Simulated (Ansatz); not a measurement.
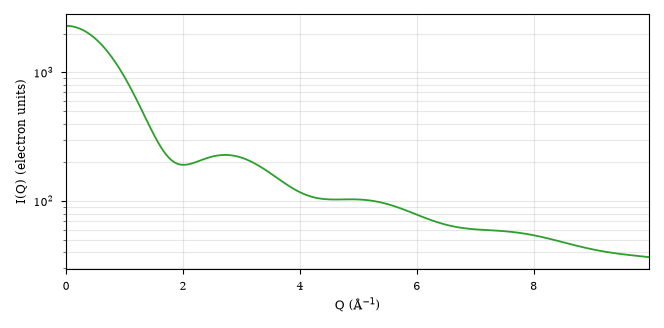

Elastic X-ray scattering of a randomly oriented, rigid molecule, calculated with the Debye equation from neutral-atom form factors (independent atoms, no Compton part, no vibration). The geometry is the end point of an optimisation (RKS PBE0/def2-SVP in Ansatz 0.2.0); it may be a saddle point or a higher isomer. It contains B, C, O, F, Cl, H.

Question: How many electrons does the independent-atom model of the molecule hold?

Answer: I(0) is the square of the electron number: I(0) = 2300, so about 48 electrons, the count of CH3BClFO.

Question: What radius of gyration does the initial fall-off give?

Answer: From I(Q) ≈ I(0) exp(−Q²R²/3) at small Q, R ≈ 1.66 Å. It is larger than the electron-weighted radius of the nuclear positions alone (1.50 Å), because each atom's electron cloud adds to it.
